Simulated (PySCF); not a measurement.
# K³⁺: atomic calculation

- system: K³⁺, configuration 1s2 2s2 2p6 3s2 3p4, multiplicity 3.
- method: unrestricted B3LYP, STO-3G, non-relativistic, point nucleus (PySCF)

## The input
```python
from pyscf import gto, scf, dft, mp, cc
import basis_set_exchange as bse
mol = gto.M(atom="K 0 0 0", charge=3, spin=2, symmetry="D2h",
            basis=gto.basis.parse(bse.get_basis("STO-3G", elements=["K"], fmt="nwchem", header=False)))
mf = dft.UKS(mol, xc="B3LYP")
mf.irrep_nelec = {'Ag': (3, 3), 'B1u': (2, 1), 'B2u': (2, 2), 'B3u': (2, 1)}
mf.kernel()
```

The script is an equivalent of what the driver set up; the driver started from orbitals of its own, so the log can be shorter than this script's would be, and it computed the properties (radii, ⟨L²⟩, response) afterwards. It held the occupations shell by shell, which the script's counts by irreducible representation don't always enforce.

The run was one of a batch that the task file lists, launched with:
```bash
OMP_NUM_THREADS=1 python <driver script> TASK.json OUT
```

## The program's output (extracts)
```
damping factor = 0
level_shift factor = 0
DIIS = <class 'pyscf.scf.diis.CDIIS'>
diis_start_cycle = 1
diis_space = 10
diis_damp = 0
SCF conv_tol = 1e-09
SCF conv_tol_grad = None
number electrons alpha = 9  beta = 7
XC functionals = B3LYP
    P. J. Stephens, F. J. Devlin, C. F. Chabalowski, and M. J. Frisch.,  J. Phys. Chem. 98, 11623 (1994)
cycle= 1 E= -590.797695124582  delta_E= -0.000741  |g|= 0.00102  |ddm|= 0.0167
cycle= 2 E= -590.797695318914  delta_E= -1.94e-07  |g|= 4.48e-05  |ddm|= 0.000637
cycle= 3 E= -590.797695319712  delta_E= -7.98e-10  |g|= 2.62e-06  |ddm|= 4.6e-05
converged SCF energy = -590.797695319712  <S^2> = 2.0001312  2S+1 = 3.0000875
```

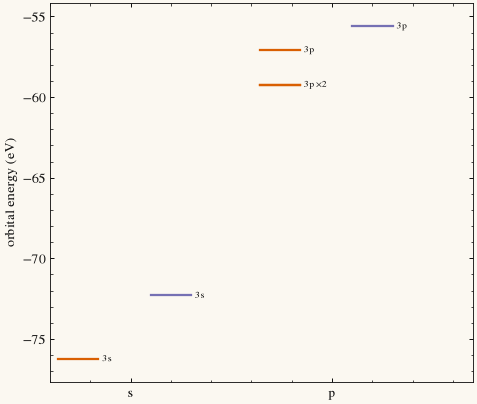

Orbital energies of the mean field, from the top down to −76.2 eV, by angular momentum, α spin at the left of each column and β at the right; ×n counts the orbitals under one label. The highest filled orbital is 3p β at −55.6 eV, the lowest empty one p β at −52.2 eV.

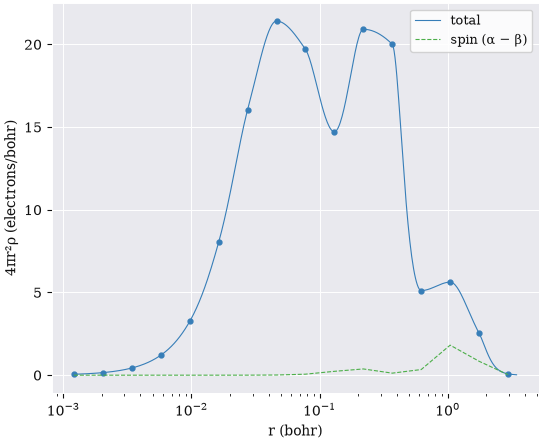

Spherically averaged radial density 4πr²ρ of the mean field and its spin part; markers are the stored points, which are sparse, and the line is a monotone interpolation between them. The largest stored value is 21.4 electrons/bohr at r = 0.046 bohr. Root-mean-square radii of the shells: 1s 0.0950, 2p 0.392, 2s 0.416, 3s 1.37, 3p 1.41 bohr.

## Outcome

- outcome: converged
- total energy: −590.797695 hartree
- kinetic energy: 587.770005 hartree
- ⟨S²⟩: 2.000
- ⟨L²⟩: 2.00
- SCF iterations: 3
- hardware: 1 thread of Arm Neoverse N1, 77 GiB of memory available, shared host

## What is odd here

One thing in this input was made odd on purpose: minimal basis. The program ran to the end. Its numbers are those of this setting; this run alone doesn't show how far the oddity moves them.
